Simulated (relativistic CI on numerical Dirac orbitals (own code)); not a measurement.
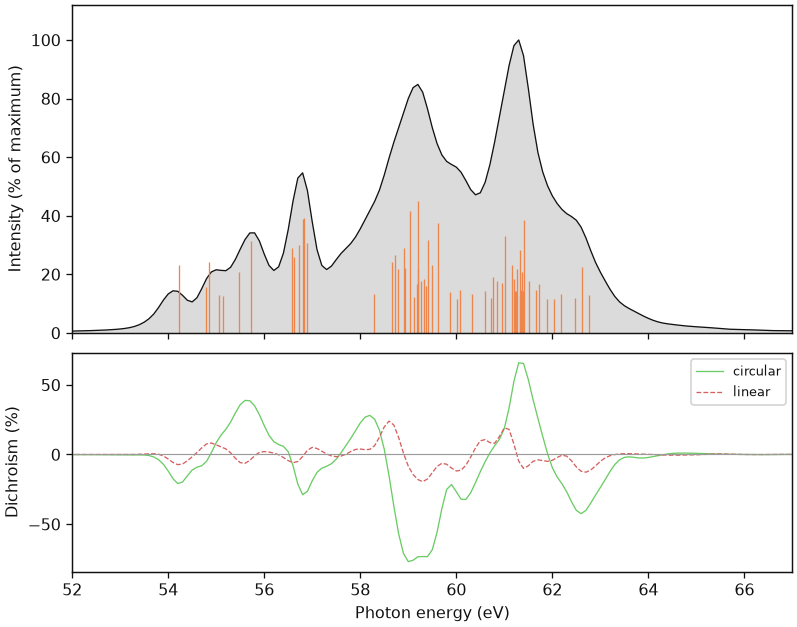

Computed core-level spectrum (absorption) of an ion of charge +6 in a field of D3d symmetry with 10Dq = 34,100, Dσ = 1,200, Dτ = 280 cm⁻¹. Sticks are the strongest transitions, on a scale of their own. Multiplet model: relativistic Dirac–Coulomb–Breit theory, one configuration a step, Slater integrals scaled by 0.8, 300 K, Voigt broadening (Lorentzian 0.3 eV, Gaussian 0.3 eV full widths), computed with a radial Dirac CI code. Dichroism is for the ground state at zero temperature, magnetised by an exchange field of 10 meV on Sz (linear: z less the mean of x and y).

Identify the element and the shell or line.

Answer. N₆,₇ X-ray absorption of Os⁶⁺ (osmium, Z = 76), initial configuration [Xe] 4f¹⁴ 5d². The main maxima lie at 54.1 eV (14), 55.8 eV (34), 56.8 eV (55), 59.2 eV (85) and 61.3 eV (100), heights in % of the largest; the centroid is at 59.4 eV. The ground state has S = 0.97. The circular dichroism (Δm = −1 less Δm = +1) is largest at 59.0 eV, −77 % of the isotropic maximum. The magnetised ground state has ⟨Lz⟩ = 1.32 and ⟨Sz⟩ = −0.88.

Caveat: free-ion energies, so absolute edge positions are off by a few eV from solids.
